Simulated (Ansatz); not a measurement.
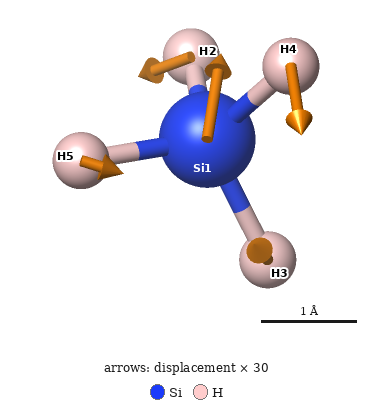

This is a relaxation of SiH₄. The starting structure is drawn; orange arrows show the displacements, magnified 30 times. The two geometries are superimposed by the best rigid fit.

The picture is a ball-and-stick view, seen at a tilt.

It is one of the separated products of a reaction.

Method: RKS PBE0-D4/def2-TZVP (Ansatz). Set-up: force threshold 0.005 eV/Å; at most 200 steps.

### Describe the change and its energy.

The energy falls by 1.82 kJ/mol in 3 accepted moves (4 points after the start). The largest force component goes from 0.59 to 0.0004 eV/Å. The line search rejected the trial step at point 2 of the run. Si1 moves most after the best rigid fit: 0.038 Å. By element the largest moves are Si 0.038 Å, H 0.034 Å. Near-neighbour distances that change, for instance: Si1–H2 1.508 → 1.485 Å, Si1–H3 1.479 → 1.485 Å. Bond angles that change, for instance: H2–Si1–H4 105.3° → 109.5°, H3–Si1–H5 112.1° → 109.5°. The run took of the order of 4 core-seconds on a shared host.
